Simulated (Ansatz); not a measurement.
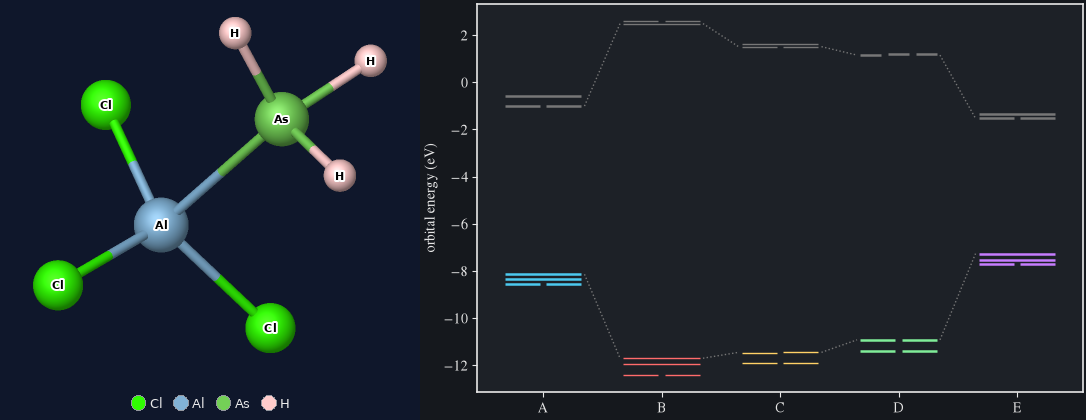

Frontier orbital energies of AlAsH₃Cl₃, SMILES [Cl][Al-]([Cl])([Cl])[AsH3+], singlet at one geometry, def2-TZVPP, the Ansatz code, at a PBE0-D4/def2-TZVP geometry (a minimum by its frequencies). Empty levels are grey, levels within 0.1 eV stand side by side; all columns show the same few orbitals around the gap. Dotted lines join the HOMOs and the LUMOs.

Question: The columns come from HF, LC-wPBE, PBE, r2SCANh and ωB97M-V. Which is which?

Answer: A: r2SCANh (HOMO −8.14, LUMO −1.01, separation 7.13 eV)
B: HF (HOMO −11.70, LUMO 2.49, separation 14.19 eV)
C: LC-wPBE (HOMO −11.45, LUMO 1.51, separation 12.96 eV)
D: ωB97M-V (HOMO −10.92, LUMO 1.15, separation 12.07 eV)
E: PBE (HOMO −7.26, LUMO −1.53, separation 5.74 eV)

Limits of at least one run: empty levels above zero depend strongly on the basis; no scalar relativity up to krypton.
